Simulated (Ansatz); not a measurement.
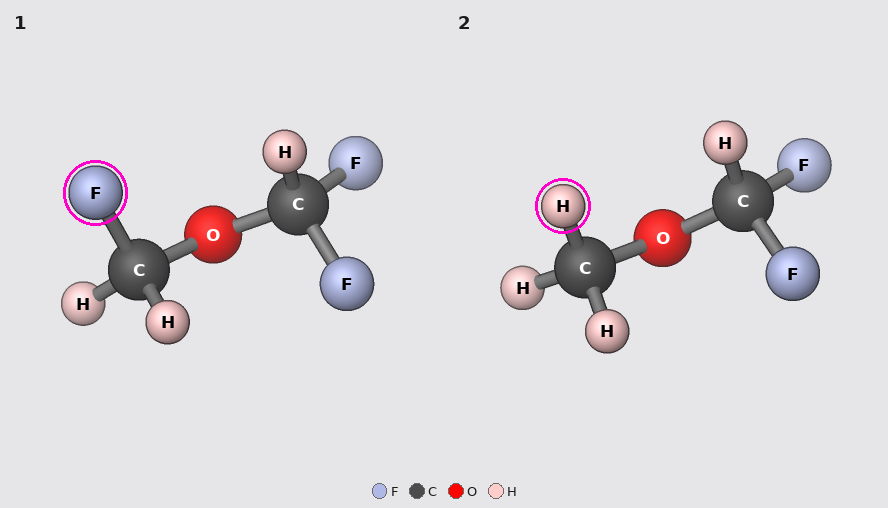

2 molecules with one skeleton, seen from the same side and at one scale; the atom that differs is circled. Each species is neutral and a spin singlet. Computed geometries: PBE0-D4/def2-TZVP optimisations, one conformation each. Properties computed with Ansatz 0.2.0.

One atom differs, called X below: F in panel 1, H in panel 2. Their formulas are C2H3F3O (`FCOC(F)F`), C2H4F2O (`COC(F)F`).

In which is the HOMO–LUMO gap larger (PBE-D4/def2-TZVPP)?

In panel 1 (X = F).

In which is the length of X–C larger (PBE0-D4/def2-TZVP)?

In panel 1 (X = F).

Give the values. With PBE0-D4/def2-TZVP: length of X–C (Å), mean angle X–C–H (°). With PBE-D4/def2-TZVPP: dipole moment (D), HOMO energy (Kohn–Sham orbital) (eV), HOMO–LUMO gap (eV).

```csv
quantity,1 (F),2 (H),2 − 1
length of X–C (Å),1.372,1.096,−0.276
mean angle X–C–H (°),108.1,109.3,+1.2
dipole moment (D),1.46,2.66,+1.20
HOMO energy (Kohn–Sham orbital) (eV),−8.12,−7.24,+0.88
HOMO–LUMO gap (eV),8.65,7.81,−0.84
```
